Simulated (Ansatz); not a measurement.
Input

```
crystal:
  periodic: [false, false, false]
  atoms:
    - symbol: B
      position_ang: [-0.047862, -1.716707, 2.496790]
    - symbol: "N"
      position_ang: [-1.186796, -2.397941, 2.565697]
    - symbol: Si
      position_ang: [-0.573305, -3.341723, 1.248169]
    - symbol: H
      position_ang: [0.763445, -0.903188, 2.768362]
basis:
  gaussian:
    orbitals: def2-TZVPD
magnetization:
  spin_polarized: true
  initial_magnetization: 1
hamiltonian:
  xc: {name: PBE0}
output: {forces: true, orbitals: {seedname: orbitals}}
```

Command:

```sh
ansatz run input.yaml --threads 1 --pin off --max-ram 2610MiB --events-out events.jsonl --progress --plain --runs-dir runs
```

Geometry: B3LYP/6-31G*.

These are results of isolated molecule in a Gaussian basis; Kohn-Sham density functional theory, functional PBE0 (Ansatz), not measurements.

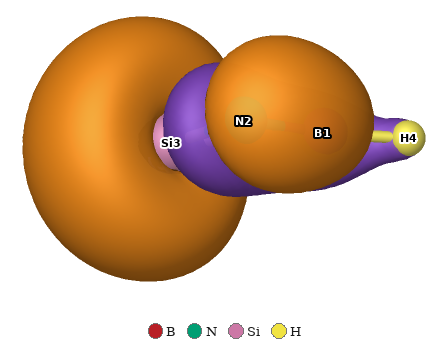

BHNSi (SMILES B1N=[Si]1) (doublet). The HOMO (β) at ±0.08 Å⁻³ᐟ² (orange and purple are the two phases), seen from one side.

Where does this orbital lie, and at what energy?

Answer. It lies mainly on Si3 (about 65 %), N2 (about 25 %) and B1 (about 10 %); it is symmetric in the molecular plane (an in-plane orbital: σ, lone-pair or in-plane π type). Its energy is −8.04 eV.
